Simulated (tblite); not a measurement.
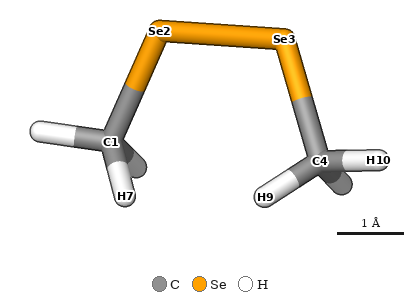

Fig. 1: The structure as given in the input (stick view, seen at a tilt; atoms are numbered from 1 in the order of the input).

**C2H6Se2: geometry relaxation**

- system: C2H6Se2, SMILES C[Se][Se]C
- method: GFN2-xTB geometry optimisation, gas phase (tblite 0.8.0)

**The input**
```
{"job": {"xc": "GFN2-xTB", "basis": "xTB", "kind": "relax"}, "charge": 0, "multiplicity": 1}
C      1.964400     0.037600     0.010900
Se     1.098400     1.232500     1.251800
Se    -1.205100     1.068400     1.382200
C     -1.960200    -0.241100     0.123900
H      2.841900     0.552100    -0.343900
H      2.258300    -0.932300     0.413500
H      1.275700    -0.216100    -0.862000
H     -1.563700    -1.209300     0.572200
H     -1.584600    -0.054100    -0.853700
H     -3.089600    -0.219100     0.195400
```

The first line tells a small driver script what to run in tblite; the rest is the geometry in Å.

Machine: 1 CPU thread, shared host.

Run as:
```bash
OMP_NUM_THREADS=1 python <driver script> task.json out
```

**Output**
```
step      E/eV     max force
  0    -372.23956    2.229
  1    -372.40206    0.819
  2    -372.44957    0.556
  3    -372.47917    0.539
  4    -372.49856    0.326
  5    -372.50600    0.227
  6    -372.51189    0.216
  7    -372.51769    0.210
  8    -372.52378    0.185
  9    -372.52887    0.217
 10    -372.53381    0.247
 11    -372.53896    0.227
 12    -372.54449    0.213
 13    -372.55025    0.300
 14    -372.55723    0.380
 15    -372.56673    0.354
 16    -372.57884    0.349
 17    -372.59217    0.351
 18    -372.60359    0.266
 19    -372.61064    0.331
 20    -372.61606    0.285
 21    -372.62167    0.234
 22    -372.62633    0.226
 23    -372.63087    0.255
 24    -372.63548    0.226
 25    -372.63921    0.156
 26    -372.64232    0.155
 27    -372.64560    0.207
 28    -372.64949    0.270
 29    -372.65383    0.224
 30    -372.65703    0.142
 31    -372.65859    0.108
 32    -372.65973    0.114
 33    -372.66098    0.127
 34    -372.66213    0.098
 35    -372.66299    0.075
 36    -372.66367    0.087
 37    -372.66453    0.111
 38    -372.66589    0.121
 39    -372.66766    0.124
 40    -372.66926    0.112
 41    -372.67081    0.126
 42    -372.67301    0.184
 43    -372.67747    0.294
 44    -372.68531    0.391
 45    -372.69787    0.506
 46    -372.71731    0.472
 47    -372.74571    0.404
 48    -372.72686    0.957
 49    -372.77842    0.586
 50    -372.80095    0.482
 51    -372.81791    0.423
 52    -372.83081    0.475
 53    -372.84307    0.331
 54    -372.84847    0.516
 55    -372.86004    0.457
 56    -372.87016    0.316
 57    -372.88347    0.282
 58    -372.89659    0.375
 59    -372.90537    0.257
 60    -372.90911    0.203
 61    -372.91396    0.173
 62    -372.91800    0.216
 63    -372.92140    0.226
 64    -372.92389    0.108
 65    -372.92581    0.076
 66    -372.92675    0.092
 67    -372.92754    0.094
 68    -372.92811    0.060
 69    -372.92853    0.038
 70    -372.92867    0.034
 71    -372.92882    0.029
 72    -372.92891    0.027
 73    -372.92898    0.023
 74    -372.92901    0.021
 75    -372.92904    0.018
 76    -372.92910    0.024
 77    -372.92923    0.039
 78    -372.92946    0.051
 79    -372.92982    0.055
 80    -372.93033    0.080
 81    -372.93109    0.093
 82    -372.93214    0.093
 83    -372.93339    0.115
 84    -372.93440    0.066
 85    -372.93057    0.318
 86    -372.93503    0.042
 87    -372.93523    0.035
 88    -372.93556    0.059
 89    -372.93570    0.032
 90    -372.93583    0.022
 91    -372.93592    0.015
 92    -372.93596    0.018
 93    -372.93602    0.021
 94    -372.93609    0.020
 95    -372.93615    0.020
 96    -372.93620    0.021
 97    -372.93625    0.022
 98    -372.93629    0.018
 99    -372.93634    0.019
100    -372.93640    0.020
101    -372.93650    0.026
102    -372.93661    0.037
103    -372.93680    0.047
104    -372.93693    0.072
105    -372.93726    0.089
106    -372.93767    0.081
107    -372.93727    0.179
108    -372.93901    0.139
109    -372.94030    0.100
110    -372.93809    0.363
111    -372.94203    0.071
112    -372.94316    0.073
113    -372.92940    0.690
114    -372.94512    0.051
115    -372.94637    0.059
116    -372.93350    0.699
117    -372.94821    0.058
118    -372.94961    0.053
119    -372.92955    0.749
120    -372.95097    0.037
121    -372.95199    0.040
122    -372.92476    0.648
123    -372.95282    0.035
124    -372.95342    0.040
125    -372.95108    0.270
126    -372.95446    0.050
127    -372.95490    0.058
128    -372.95531    0.113
129    -372.95563    0.078
130    -372.95605    0.053
131    -372.95683    0.026
132    -372.95745    0.046
133    -372.95763    0.049
134    -372.95782    0.023
135    -372.95795    0.034
136    -372.95814    0.037
137    -372.95830    0.042
138    -372.95865    0.048
139    -372.95902    0.050
140    -372.95919    0.052
141    -372.95945    0.025
142    -372.95966    0.024
143    -372.95976    0.038
144    -372.95986    0.025
145    -372.95991    0.016
146    -372.95996    0.015
147    -372.95997    0.011
148    -372.95999    0.011
149    -372.96000    0.008
150    -372.96000    0.005
151    -372.96000    0.004
152    -372.96000    0.002
```

**Trajectory as extended XYZ (Å, eV, eV/Å), 12 frames, from step=0 to step=152**
```
10
Properties=species:S:1:pos:R:3:forces:R:3 step=0 energy=-372.23956
C     1.9644    0.0376    0.0109   -1.0130  -1.2700  -1.5260
Se    1.0984    1.2325    1.2518    0.6070   0.4610   0.3940
Se   -1.2051    1.0684    1.3822   -0.9530   0.3860   0.2360
C    -1.9602   -0.2411    0.1239   -0.2610  -1.3640   1.5700
H     2.8419    0.5521   -0.3439    0.1270   0.1610  -0.1650
H     2.2583   -0.9323    0.4135   -0.0470   0.1590   0.3930
H     1.2757   -0.2161   -0.8620    0.7690   0.5790   0.8610
H    -1.5637   -1.2093    0.5722   -0.6950   0.7880  -0.9910
H    -1.5846   -0.0541   -0.8537    0.0370  -0.0060  -0.6660
H    -3.0896   -0.2191    0.1954    1.4290   0.1050  -0.1060
10
Properties=species:S:1:pos:R:3:forces:R:3 step=13 energy=-372.55025
C     1.8797    0.0211   -0.0258   -0.0970  -0.0150   0.0770
Se    1.1398    1.2751    1.3089   -0.0050   0.0270  -0.0600
Se   -1.2331    1.1132    1.3630    0.1230   0.1580   0.2230
C    -1.8559   -0.2880    0.1539    0.0760   0.0550   0.0420
H     2.7881    0.4930   -0.3886   -0.0140  -0.0020  -0.0180
H     2.1225   -0.9049    0.4833   -0.0150  -0.1210  -0.0330
H     1.2006   -0.1600   -0.8529   -0.0920   0.0890   0.0450
H    -1.5471   -1.2809    0.4618    0.0860  -0.0210   0.0790
H    -1.5255   -0.0657   -0.8518   -0.0140  -0.0360  -0.2000
H    -2.9336   -0.1843    0.2384   -0.0490  -0.1340  -0.1550
10
Properties=species:S:1:pos:R:3:forces:R:3 step=27 energy=-372.64560
C     1.6837    0.0079   -0.0034   -0.0540   0.0430   0.0330
Se    1.1627    1.3730    1.3150    0.0290  -0.0350  -0.0420
Se   -1.1985    1.1448    1.4216    0.0160  -0.0790  -0.0790
C    -1.6554   -0.2828    0.1324    0.0770   0.1500   0.1200
H     2.6337    0.3118   -0.4361   -0.0350   0.0450   0.0930
H     1.7873   -0.9614    0.4784   -0.0600   0.0190  -0.0220
H     0.9222   -0.0077   -0.7746    0.0340  -0.1100  -0.1050
H    -1.2456   -1.2325    0.4697   -0.0300   0.0430  -0.0430
H    -1.3118   -0.0327   -0.8702   -0.0430   0.0110   0.0880
H    -2.7428   -0.3018    0.1572    0.0660  -0.0870  -0.0420
10
Properties=species:S:1:pos:R:3:forces:R:3 step=41 energy=-372.67081
C     1.6220   -0.0183   -0.0216    0.0080   0.0380   0.0130
Se    1.0943    1.4099    1.2177    0.0720   0.1010   0.0210
Se   -1.2296    1.1272    1.4893    0.0460   0.0090   0.0320
C    -1.6004   -0.2523    0.1573   -0.0440  -0.0600  -0.0480
H     2.6242    0.2712   -0.3282   -0.0070  -0.1050  -0.0300
H     1.6426   -0.9885    0.4699   -0.0250   0.0570   0.0220
H     0.9611   -0.0306   -0.8839    0.0600   0.0000  -0.0030
H    -1.1154   -1.1794    0.4501   -0.0210  -0.0490  -0.0120
H    -1.2847    0.0486   -0.8391   -0.0360   0.0870   0.0420
H    -2.6787   -0.3692    0.1787   -0.0540  -0.0780  -0.0380
10
Properties=species:S:1:pos:R:3:forces:R:3 step=55 energy=-372.86004
C     1.8096    0.0256   -0.0346   -0.1330  -0.1710   0.0790
Se    0.8414    1.6362    0.5402    0.0730   0.4110  -0.1850
Se   -0.9192    0.7211    1.6752   -0.0890  -0.0020   0.1420
C    -1.7884   -0.2571    0.2054    0.1620   0.0320  -0.0540
H     2.8598    0.1121    0.2081    0.1220   0.0950  -0.0060
H     1.3695   -0.7778    0.5456    0.0990  -0.2480  -0.0980
H     1.6733   -0.1322   -1.1043   -0.0080   0.0070   0.1430
H    -1.2165   -1.1678    0.0612   -0.1130  -0.1530  -0.1150
H    -1.7899    0.3335   -0.7037    0.0430   0.1360  -0.0150
H    -2.8040   -0.4750    0.4970   -0.1560  -0.1070   0.1100
10
Properties=species:S:1:pos:R:3:forces:R:3 step=69 energy=-372.92853
C     2.0523    0.0396   -0.0029   -0.0050  -0.0020   0.0070
Se    0.7426    1.5096    0.2032    0.0100   0.0060   0.0090
Se   -0.8247    0.5528    1.5702   -0.0200  -0.0110   0.0000
C    -2.0315   -0.2555    0.2316    0.0110   0.0020   0.0010
H     3.0162    0.3781    0.3646    0.0090   0.0060  -0.0160
H     1.7121   -0.8122    0.5776   -0.0100   0.0040  -0.0020
H     2.1186   -0.2200   -1.0552    0.0130  -0.0140   0.0070
H    -1.6382   -1.2188   -0.0841   -0.0130   0.0320   0.0000
H    -2.1072    0.4240   -0.6112   -0.0070   0.0010  -0.0310
H    -3.0047   -0.3790    0.6962    0.0130  -0.0240   0.0260
10
Properties=species:S:1:pos:R:3:forces:R:3 step=82 energy=-372.93214
C     2.0661    0.0236    0.0054   -0.0440  -0.0040   0.0630
Se    0.7518    1.4935    0.1673   -0.0490  -0.0030   0.0050
Se   -0.8267    0.5656    1.5496    0.0310   0.0320  -0.0070
C    -2.0468   -0.2352    0.2261   -0.0550  -0.0170  -0.0640
H     3.0218    0.3892    0.3619    0.0920   0.0040  -0.0110
H     1.7348   -0.8054    0.6215   -0.0230  -0.0210   0.0240
H     2.1385   -0.2839   -1.0318   -0.0040   0.0120  -0.0490
H    -1.5980   -1.1359   -0.1845   -0.0090  -0.0090   0.0080
H    -2.2324    0.4861   -0.5667   -0.0120  -0.0150   0.0640
H    -2.9737   -0.4791    0.7412    0.0720   0.0220  -0.0330
10
Properties=species:S:1:pos:R:3:forces:R:3 step=96 energy=-372.93620
C     2.0475   -0.0014    0.0285   -0.0100   0.0050   0.0070
Se    0.7768    1.5105    0.1699   -0.0010  -0.0020  -0.0070
Se   -0.8338    0.6172    1.5308    0.0020  -0.0100   0.0140
C    -2.0297   -0.2162    0.2027   -0.0020   0.0040   0.0010
H     3.0324    0.3497    0.3202    0.0140   0.0050  -0.0150
H     1.7201   -0.7892    0.6996   -0.0020  -0.0030   0.0060
H     2.0633   -0.3577   -0.9972    0.0000  -0.0030   0.0040
H    -1.4955   -0.9989   -0.3290    0.0000   0.0010   0.0060
H    -2.3812    0.5439   -0.4885    0.0010   0.0050  -0.0060
H    -2.8644   -0.6394    0.7531   -0.0020  -0.0030  -0.0090
10
Properties=species:S:1:pos:R:3:forces:R:3 step=110 energy=-372.93809
C     2.0456   -0.0239    0.0678    0.0890  -0.0800  -0.0550
Se    0.8064    1.5067    0.2640   -0.0410  -0.0270   0.0010
Se   -0.8523    0.5654    1.5422    0.0390  -0.0100  -0.0100
C    -2.0323   -0.1922    0.1537    0.1050  -0.0110  -0.0120
H     3.0622    0.3852    0.0379   -0.3070  -0.1890   0.0410
H     1.9062   -0.6769    0.9354    0.1350   0.1520  -0.2600
H     1.8280   -0.5575   -0.8654    0.0640   0.1310   0.3040
H    -1.4436   -0.8254   -0.5060   -0.0450   0.0080   0.0260
H    -2.4953    0.6146   -0.4019   -0.0190   0.0630  -0.0630
H    -2.7895   -0.7774    0.6625   -0.0200  -0.0370   0.0290
10
Properties=species:S:1:pos:R:3:forces:R:3 step=124 energy=-372.95342
C     2.0350   -0.0009    0.0678    0.0190  -0.0060   0.0060
Se    0.7865    1.5049    0.3372    0.0030  -0.0030   0.0120
Se   -0.8466    0.4766    1.5724   -0.0030   0.0060  -0.0070
C    -2.0206   -0.2028    0.1418   -0.0070  -0.0150   0.0080
H     3.0264    0.4186   -0.0805   -0.0340  -0.0120  -0.0180
H     2.0228   -0.6226    0.9591    0.0080   0.0120  -0.0250
H     1.7350   -0.5745   -0.8060    0.0140   0.0080   0.0340
H    -1.4830   -0.9376   -0.4511    0.0010   0.0060  -0.0050
H    -2.3480    0.6263   -0.4788    0.0070  -0.0030   0.0050
H    -2.8719   -0.6694    0.6282   -0.0070   0.0090  -0.0090
10
Properties=species:S:1:pos:R:3:forces:R:3 step=138 energy=-372.95865
C     2.0450    0.0216    0.0837   -0.0100  -0.0160  -0.0090
Se    0.7719    1.4786    0.4606   -0.0180  -0.0090   0.0040
Se   -0.8555    0.3377    1.6032    0.0030   0.0020  -0.0170
C    -2.0284   -0.2122    0.1146    0.0330   0.0030   0.0070
H     2.9439    0.4819   -0.3132    0.0200   0.0000  -0.0090
H     2.2668   -0.5019    1.0082    0.0120  -0.0030   0.0260
H     1.6213   -0.6620   -0.6471   -0.0110   0.0180  -0.0030
H    -1.5679   -1.0260   -0.4383    0.0150  -0.0010  -0.0010
H    -2.1969    0.6425   -0.5323   -0.0060   0.0260  -0.0180
H    -2.9647   -0.5417    0.5508   -0.0380  -0.0200   0.0210
10
Properties=species:S:1:pos:R:3:forces:R:3 step=152 energy=-372.96000
C     2.0424    0.0044    0.0997    0.0000   0.0000   0.0020
Se    0.7791    1.4766    0.4536    0.0000   0.0010   0.0000
Se   -0.8613    0.3542    1.5947    0.0010  -0.0010   0.0010
C    -2.0258   -0.1946    0.1011    0.0000   0.0010  -0.0020
H     2.9279    0.4450   -0.3477    0.0010   0.0000   0.0000
H     2.2960   -0.4793    1.0384    0.0000   0.0010   0.0010
H     1.5919   -0.7067   -0.5871   -0.0010  -0.0010  -0.0020
H    -1.5054   -0.9165   -0.5222    0.0000   0.0000   0.0000
H    -2.2987    0.6833   -0.4772    0.0000   0.0000   0.0000
H    -2.9107   -0.6479    0.5368   -0.0020  -0.0010   0.0000
```

**Key numbers**

| quantity | value |
| --- | --- |
| outcome | converged |
| total energy | −372.9600 eV |
| wall time | 0.92 s |
| peak memory | 0.18 GiB |
